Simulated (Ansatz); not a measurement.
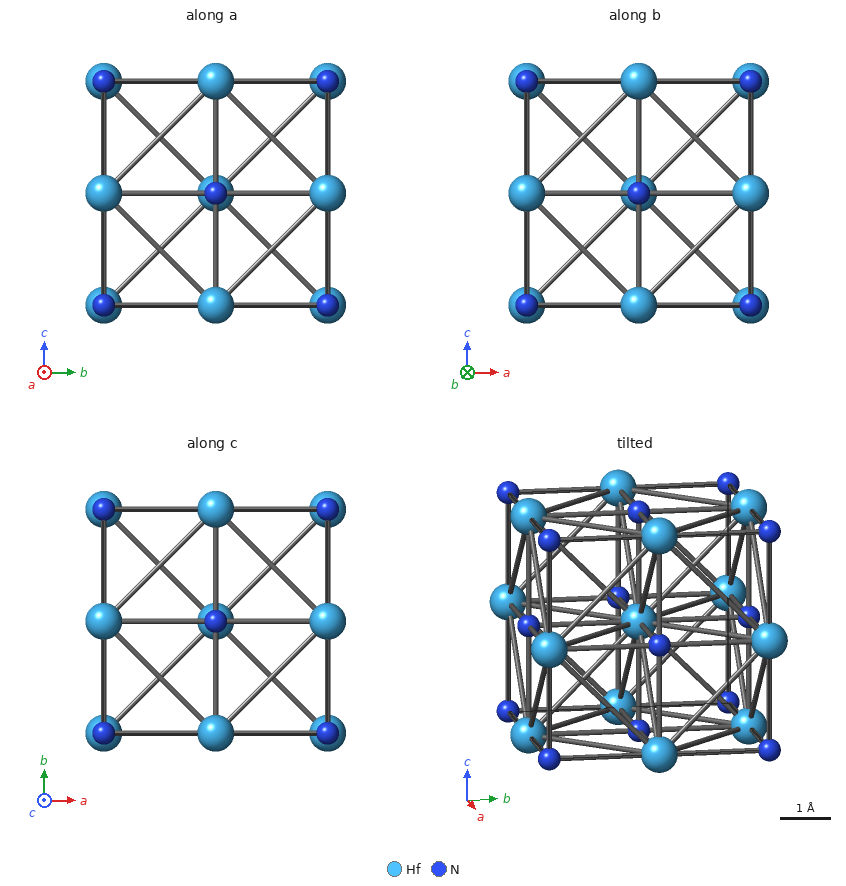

View along the a axis, along the b axis, along the c axis and slightly off an axis, drawn as a ball-and-stick model. Atoms at the boundary of the conventional unit cell (the box) are drawn once for each face, edge or corner they touch.

Lattice parameters: a = 4.5478 Å, b = 4.5478 Å, c = 4.5478 Å, α = 90.000°, β = 90.000°, γ = 90.000°.

Q: Record the structure as a CIF with its space group and independent sites.

A:
```cif
data_structure
_symmetry_space_group_name_H-M 'F m -3 m'
_symmetry_Int_Tables_number 225
_cell_length_a 4.5478
_cell_length_b 4.5478
_cell_length_c 4.5478
_cell_angle_alpha 90.000
_cell_angle_beta 90.000
_cell_angle_gamma 90.000
_cell_volume 94.06
loop_
_atom_site_label
_atom_site_type_symbol
_atom_site_symmetry_multiplicity
_atom_site_Wyckoff_symbol
_atom_site_fract_x
_atom_site_fract_y
_atom_site_fract_z
_atom_site_occupancy
Hf1 Hf 4 b 0.5000 0.0000 0.0000 1
N1 N 4 a 0.0000 0.0000 0.0000 1
```

The initial geometry was a structure type filled with these elements by a generator (whether the compound takes this form wasn't checked). Earlier steps of the study, as a rule a relaxation of our own, may have changed the cell and positions, so they can lie some per cent off the listed ones. It was the input of a calculation with Ansatz.
